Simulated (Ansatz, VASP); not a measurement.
# Si10HI (I-terminated Si(111)) in two plane-wave programs

Wanted: the spread between two codes on one cell, functional and k mesh. Of the first pair: The structure shown is the end of the VASP relaxation below. Valence electrons are named where the data sets of a main pair hold unlike numbers.

Method: plane waves, with VASP 6.6.1 beside it; single point at PBE and band structure at PBE, in Ansatz 0.2.0.

**1. The structure**

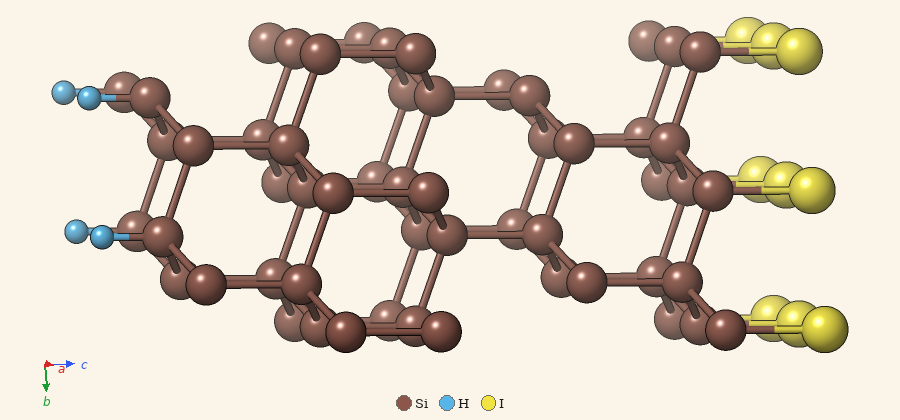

The cell as given, from the side, with the c axis across the page (silicon brown, hydrogen blue, iodine yellow). 2×2×1 cells are drawn. Some periodic images of atoms are drawn too.

The cell holds 12 atoms: 10 Si, 1 H and 1 I. Cell: a = 3.867 Å, b = 3.867 Å, c = 33.319 Å, α = 90.0°, β = 90.0°, γ = 60.0°. It derives from Si. As first built, before any earlier steps moved the atoms (in the runner's words): 10 layers of Si at this functional's lattice, I on top and H below. Vacuum lies along c.

As a file:

```xyz
12
Lattice="3.8669 0.0000 0.0000 1.9335 3.3489 0.0000 0.0000 0.0000 33.3187" Properties=species:S:1:pos:R:3
Si    1.9335    1.1163    9.4915
Si    3.8669    2.2326   10.2564
Si    3.8669    2.2326   12.6245
Si    0.0000    0.0000   13.4165
Si    0.0000    0.0000   15.7845
Si    1.9335    1.1163   16.5739
Si    1.9335    1.1163   18.9418
Si    3.8669    2.2326   19.7320
Si    3.8669    2.2326   22.1025
Si    0.0000    0.0000   22.8700
H     1.9335    1.1163    7.9849
I     0.0000    0.0000   25.3339
```

**2. VASP: relaxation, PBE**

This run makes the geometry at which the two programs are then compared.

Lines of VASP's logs that name or quote its potential files are left out, and so is its time.

INCAR reads:

```
SYSTEM = Si10HI
PREC = Normal
ENCUT = 320
EDIFF = 1E-05
NELM = 120
ISMEAR = 0
SIGMA = 0.03
LREAL = .FALSE.
ALGO = Fast
GGA = PE
NBANDS = 36
LORBIT = 11
LWAVE = .FALSE.
LCHARG = .FALSE.
KPAR = 4
IBRION = 2
NSW = 60
ISIF = 2
EDIFFG = -0.03
POTIM = 0.4
MAXMIX = 40
IDIPOL = 3
LDIPOL = .TRUE.
DIPOL = 0.5 0.5 0.488
```

POSCAR reads:

```
Si10HI
1.0
    3.8669468306      0.0000000000      0.0000000000
    1.9334734153      3.3488741904      0.0000000000
    0.0000000000      0.0000000000     33.3187326797
Si H I
10 1 1
Direct
    0.3333333300      0.3333333300      0.2842245000
    0.6666666700      0.6666666700      0.3079149900
    0.6666666700      0.6666666700      0.3789864700
    0.0000000000      0.0000000000      0.4026769600
    0.0000000000      0.0000000000      0.4737484400
    0.3333333300      0.3333333300      0.4974389400
    0.3333333300      0.3333333300      0.5685104200
    0.6666666700      0.6666666700      0.5922009100
    0.6666666700      0.6666666700      0.6632723900
    0.0000000000      0.0000000000      0.6869628800
    0.3333333300      0.3333333300      0.2401051700
    0.0000000000      0.0000000000      0.7598948300
```

KPOINTS reads:

```
Automatic mesh
0
Gamma
9 9 1
0 0 0
```

The projector-augmented-wave data sets are Si, H and I (PBE family, release 64).

Started as:

```sh
$ mpirun -np 4 vasp_std
```

Numbers of over 12 decimals in the logs are rounded to 6 here.

Log:

```text
[banner, memory and clock lines left out]
running    4 mpi-ranks, on    1 nodes
 distrk:  each k-point on    1 cores,    4 groups
 distr:  one band on    1 cores,    1 groups

 POSCAR found type information on POSCAR SiH I
 POSCAR found :  3 types and      12 ions
 LDA part: xc-table for (Slater+PW92), standard interpolation
 POSCAR, INCAR and KPOINTS ok, starting setup
 FFT: planning ... GRIDC
 FFT: planning ... GRID_SOFT
 FFT: planning ... GRID
 WAVECAR not read
 entering main loop
       N       E                     dE             d eps       ncg     rms          rms(c)
DAV:   1     0.159353248456E+03    0.15935E+03   -0.12889E+04   864   0.700E+02
DAV:   2    -0.443316803332E+02   -0.20368E+03   -0.19412E+03  1196   0.153E+02
DAV:   3    -0.597676367396E+02   -0.15436E+02   -0.15109E+02  1052   0.418E+01
DAV:   4    -0.604177130864E+02   -0.65008E+00   -0.64339E+00  1328   0.949E+00
DAV:   5    -0.604322659321E+02   -0.14553E-01   -0.14541E-01  1148   0.152E+00    0.127E+01
RMM:   6    -0.595632255501E+02    0.86904E+00   -0.50264E-01   865   0.216E+00    0.753E+00
RMM:   7    -0.591774974214E+02    0.38573E+00   -0.10785E+00   879   0.340E+00    0.631E-01
RMM:   8    -0.591777673606E+02   -0.26994E-03   -0.93775E-02   902   0.122E+00    0.410E-01
RMM:   9    -0.591768749428E+02    0.89242E-03   -0.22106E-02   942   0.574E-01    0.251E-01
RMM:  10    -0.591770976716E+02   -0.22273E-03   -0.59035E-03   953   0.291E-01    0.125E-01
RMM:  11    -0.591767304368E+02    0.36723E-03   -0.26660E-03   884   0.183E-01    0.410E-02
RMM:  12    -0.591769575856E+02   -0.22715E-03   -0.94295E-04  1037   0.103E-01    0.520E-02
RMM:  13    -0.591772639017E+02   -0.30632E-03   -0.22818E-04   861   0.518E-02    0.167E-02
RMM:  14    -0.591775511356E+02   -0.28723E-03   -0.11449E-04   775   0.340E-02    0.199E-02
RMM:  15    -0.591778642178E+02   -0.31308E-03   -0.52297E-05   708   0.243E-02    0.857E-03
RMM:  16    -0.591779433498E+02   -0.79132E-04   -0.17529E-05   622   0.134E-02    0.508E-03
RMM:  17    -0.591779815338E+02   -0.38184E-04   -0.87682E-06   591   0.918E-03    0.386E-03
RMM:  18    -0.591779996403E+02   -0.18107E-04   -0.21714E-06   522   0.572E-03    0.278E-03
RMM:  19    -0.591780205363E+02   -0.20896E-04   -0.13798E-06   456   0.440E-03    0.140E-03
RMM:  20    -0.591780290669E+02   -0.85306E-05   -0.40549E-07   365   0.337E-03
   1 F= -.59178029E+02 E0= -.59178029E+02  d E =-.591780E+02
[...]
2 F= -.59195765E+02 E0= -.59195765E+02  d E =-.177357E-01
[...]
3 F= -.59198048E+02 E0= -.59198048E+02  d E =-.200194E-01
 curvature:  -0.38 expect dE=-0.521E-03 dE for cont linesearch -0.947E-07
 trial: gam= 0.02283 g(F)=  0.138E-02 g(S)=  0.000E+00 ort = 0.118E-03 (trialstep = 0.948E+00)
 search vector abs. value=  0.141E-02
 bond charge predicted
       N       E                     dE             d eps       ncg     rms          rms(c)
DAV:   1    -0.591986667676E+02   -0.62142E-03   -0.24133E-02   944   0.526E-01    0.177E-01
RMM:   2    -0.591986719740E+02   -0.52064E-05   -0.13070E-03   873   0.140E-01    0.110E-01
RMM:   3    -0.591986527373E+02    0.19237E-04   -0.21152E-04   881   0.620E-02    0.574E-02
RMM:   4    -0.591987007103E+02   -0.47973E-04   -0.69347E-05   792   0.332E-02    0.280E-02
RMM:   5    -0.591987001842E+02    0.52615E-06   -0.28274E-05   677   0.206E-02
   4 F= -.59198700E+02 E0= -.59198700E+02  d E =-.651688E-03
 trial-energy change:   -0.000652  1 .order   -0.000672   -0.001311   -0.000033
 step:   0.9727(harm=  0.9727)  dis= 0.00416  next Energy=   -59.198721 (dE=-0.672E-03)
 reached required accuracy - stopping structural energy minimisation
```

Parts of OUTCAR (step 2):

```text
ion  position               nearest neighbor table
   1  0.333  0.333  0.284-  11 1.47   2 2.37   2 2.37   2 2.37
   2  0.667  0.667  0.308-   1 2.37   1 2.37   3 2.37   1 2.37
   3  0.667  0.667  0.379-   4 2.37   4 2.37   4 2.37   2 2.37
   4  0.000  0.000  0.403-   3 2.37   3 2.37   3 2.37   5 2.37
   5  0.000  0.000  0.474-   4 2.37   6 2.37   6 2.37   6 2.37
   6  0.333  0.333  0.497-   7 2.37   5 2.37   5 2.37   5 2.37
   7  0.333  0.333  0.569-   8 2.37   8 2.37   6 2.37   8 2.37
   8  0.667  0.667  0.592-   7 2.37   7 2.37   9 2.37   7 2.37
   9  0.667  0.667  0.663-  10 2.37  10 2.37  10 2.37   8 2.37
  10  0.000  0.000  0.687-   9 2.37   9 2.37   9 2.37  12 2.43
  11  0.333  0.333  0.240-   1 1.47
  12  0.000  0.000  0.760-  10 2.43

  LATTYP: Found a hexagonal cell.
 ALAT       =     3.8669468306
 C/A-ratio  =     8.6162893205

 Subroutine GETGRP returns: Found  6 space group operations
 (whereof  6 operations were pure point group operations)

The static configuration has the point symmetry C_3v.

 Found     12 irreducible k-points:

   k-points           NKPTS =     12   k-points in BZ     NKDIM =     12   number of bands    NBANDS=     36

   dimension x,y,z NGX =    18 NGY =   18 NGZ =  150
   dimension x,y,z NGXF=    36 NGYF=   36 NGZF=  300

   ENCUT  =  320.0 eV  23.52 Ry    4.85 a.u.   5.64  5.64 48.60*2*pi/ulx,y,z

   NELECT =      48.0000    total number of electrons

 k-points in reciprocal lattice and weights: Automatic mesh
   0.00000000  0.00000000  0.00000000       0.012
   0.11111111  0.00000000  0.00000000       0.074
   0.22222222  0.00000000  0.00000000       0.074
   0.33333333  0.00000000  0.00000000       0.074
   0.44444444  0.00000000  0.00000000       0.074
   0.22222222  0.11111111  0.00000000       0.074
   0.33333333  0.11111111  0.00000000       0.148
   0.44444444  0.11111111  0.00000000       0.148
  -0.44444444  0.11111111  0.00000000       0.074
   0.44444444  0.22222222  0.00000000       0.074
  -0.44444444  0.22222222  0.00000000       0.148
  -0.33333333  0.33333333  0.00000000       0.025

 dipolmoment           0.000000      0.000000      0.022151 electrons x Angstroem

 average (electrostatic) potential at core
       1 -88.1049       2 -88.0957       3 -88.1768       4 -88.1749       5 -88.1774
       6 -88.1793       7 -88.1825       8 -88.1937       9 -88.0739      10 -88.5466
      11 -35.5596      12 -94.4252

 E-fermi :   1.5302

 k-point     1 :       0.0000    0.0000    0.0000
  band No.  band energies     occupation
    ...
     20       0.4492      2.00000
     21       0.7739      2.00000
     22       0.7739      2.00000
     23       1.3520      2.00000
     24       1.3520      2.00000
     25       2.4409      0.00000
     26       2.5946      0.00000
     27       2.8326      0.00000
     28       3.1486      0.00000
     29       3.3430      0.00000
    ...

 k-point     2 :       0.1111    0.0000    0.0000
  band No.  band energies     occupation
    ...
     20       0.0936      2.00000
     21       0.2520      2.00000
     22       0.6054      2.00000
     23       0.7847      2.00000
     24       1.2388      2.00000
     25       3.0055      0.00000
     26       3.1244      0.00000
     27       3.1931      0.00000
     28       3.3755      0.00000
     29       3.5864      0.00000
    ...

 k-point     3 :       0.2222    0.0000    0.0000
  band No.  band energies     occupation
    ...
     20      -0.4281      2.00000
     21      -0.1886      2.00000
     22       0.0259      2.00000
     23       0.1979      2.00000
     24       0.9667      2.00000
     25       2.3840      0.00000
     26       2.6330      0.00000
     27       2.8991      0.00000
     28       3.1620      0.00000
     29       3.5306      0.00000
    ...

  Total        1.6758633      1.6758633     -0.3952130      0.0000000      0.0000000     -0.0000000
  in kB        6.2229121      6.2229121     -1.4675276      0.0000000      0.0000000     -0.0000000
  external PRESSURE =       3.6594322 kB  Pullay stress =       0.0000000 kB

  energy-cutoff  :      320.00
  volume of cell :      431.47
      direct lattice vectors                 reciprocal lattice vectors
     3.866946831  0.000000000  0.000000000     0.258601952 -0.149303907  0.000000000
     1.933473415  3.348874190  0.000000000     0.000000000  0.298607814  0.000000000
     0.000000000  0.000000000 33.318732680     0.000000000  0.000000000  0.030013146

 POSITION                                       TOTAL-FORCE (eV/Angst)
 -----------------------------------------------------------------------------------
      1.93347      1.11629      9.49150        -0.000000     -0.000000      0.011070
      3.86695      2.23258     10.25644         0.000000      0.000000      0.003948
      3.86695      2.23258     12.62453         0.000000      0.000000     -0.010351
      0.00000      0.00000     13.41655         0.000000      0.000000     -0.012008
      0.00000      0.00000     15.78448         0.000000     -0.000000     -0.003804
      1.93347      1.11629     16.57388         0.000000      0.000000     -0.003288
      1.93347      1.11629     18.94176        -0.000000     -0.000000     -0.001102
      3.86695      2.23258     19.73197        -0.000000      0.000000      0.001976
      3.86695      2.23258     22.10251         0.000000      0.000000     -0.016093
      3.86695      0.00000     22.87000         0.000000      0.000000      0.006970
      1.93347      1.11629      7.98490         0.000000      0.000000      0.016712
      3.86695      0.00000     25.33388         0.000000      0.000000      0.005971
 -----------------------------------------------------------------------------------
    total drift:                               -0.000002     -0.000001     -0.001070

  FREE ENERGIE OF THE ION-ELECTRON SYSTEM (eV)
  ---------------------------------------------------
  free  energy   TOTEN  =       -59.1987001842 eV

  energy  without entropy=      -59.1987001842  energy(sigma->0) =      -59.19870018

 reached required accuracy - stopping structural energy minimisation

 vacuum level on the upper side and lower side of the slab         5.531         5.328

 total charge
# of ion       s       p       d       tot
------------------------------------------
    1        0.742   0.960   0.000   1.702
    2        0.747   0.947   0.000   1.694
    3        0.749   0.932   0.000   1.681
    4        0.751   0.931   0.000   1.681
    5        0.751   0.931   0.000   1.682
    6        0.751   0.930   0.000   1.682
    7        0.751   0.930   0.000   1.681
    8        0.751   0.929   0.000   1.680
    9        0.754   0.941   0.000   1.694
   10        0.752   0.885   0.000   1.637
   11        0.560   0.012   0.000   0.572
   12        1.517   2.785   0.025   4.327
--------------------------------------------------
tot          9.576  12.112   0.025  21.713

[... 3 further parts left out ...]
```

CONTCAR:

```
Si10HI
   1.00000000000000
     3.8669468305999999    0.0000000000000000    0.0000000000000000
     1.9334734152999999    3.3488741904000001    0.0000000000000000
     0.0000000000000000    0.0000000000000000   33.3187326796999983
  Si              H               I
    10     1     1
Direct
     0.3333333300000021    0.3333333300000021    0.2848698942479904
     0.6666666699999979    0.6666666699999979    0.3078280233381489
     0.6666666699999979    0.6666666699999979    0.3789017566177753
     0.0000000000000000    0.0000000000000000    0.4026728212601239
     0.0000000000000000    0.0000000000000000    0.4737418339621299
     0.3333333300000021    0.3333333300000021    0.4974343746557132
     0.3333333300000021    0.3333333300000021    0.5685018713605418
     0.6666666699999979    0.6666666699999979    0.5922185546559952
     0.6666666699999979    0.6666666699999979    0.6633657270462950
     1.0000000000000000    0.0000000000000000    0.6864006357265122
     0.3333333300000021    0.3333333300000021    0.2396521056419585
     1.0000000000000000    0.0000000000000000    0.7603493014868329
```

The gap is read on the k-mesh alone, so it is an upper bound where the band edges lie off the mesh. The run keeps the 6 symmetry operations of its start, so it cannot find a distortion of lower symmetry.

[end of part 1 of 3]

[Lines on the potential files, build, host, timing and source positions are cut from VASP's logs without a mark.]

[Logs are printed without paths, hosts, clocks, repeated set-up lines and the standing remarks that a program may print on its own settings, such as how far it seeks lower states.]

[Hosts, paths, dates, database ids (printed as entryN), source tags and the programs' standing remarks are cut or masked in the printed files.]
